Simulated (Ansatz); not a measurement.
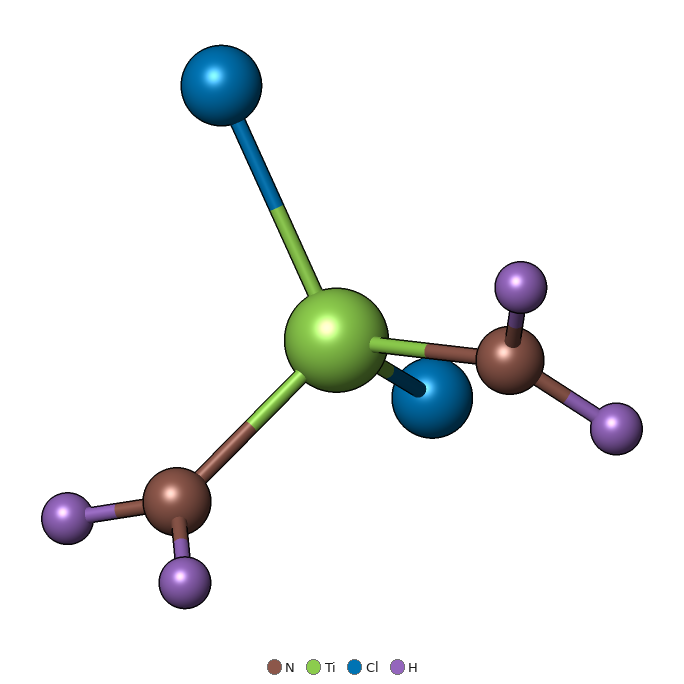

The species is neutral and a spin singlet. Harmonic vibrations computed with RKS PBE0-D4/def2-TZVP (Ansatz 0.2.0) at a stationary point of the same level.

Question: Minimum or transition state?

Answer: A minimum: no imaginary frequency, and the lowest mode lies at 108 cm⁻¹.

Question: List the wavenumbers.

Answer: 21 modes: 108, 111, 153, 169, 200, 208, 329, 408, 438, 450, 455, 547, 550, 739, 750, 1508, 1520, 3550, 3556, 3657, 3671 cm⁻¹.
